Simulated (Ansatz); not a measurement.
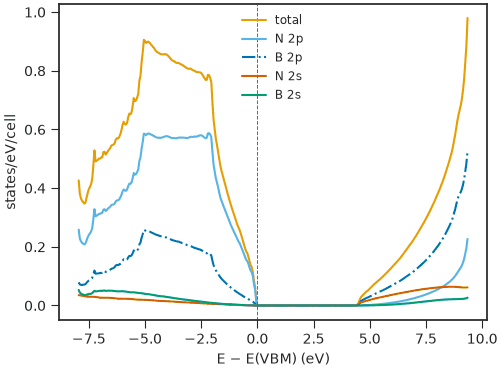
Fig. 1. Total and projected density of states of BN (zinc blende, F-43m), plane-wave PAW LDA (Ansatz code)

### Question
Which orbitals carry the states next to the gap?

### Answer
Top 1 eV of the valence band: N 2p 84 %, B 2p 15 %. Bottom 1 eV of the conduction band: B 2p 54 %, N 2s 33 %, outside the projected shells 10 %. Projections are on Löwdin-orthogonalised atomic valence shells; empty p or d shells of many metals are not among them.

### Question
Where is the tallest occupied peak in this window, and what makes it?

### Answer
Near -5.0 eV, about 0.91 states/eV per cell; the largest projected share is N 2p.

The LDA relaxation kept the symmetry of its start.

Potentials: the earlier of the program's two PAW sets. The files were generated under PBE; for other functionals the program regenerates the frozen cores, and for LDA and PBEsol the local potential too.
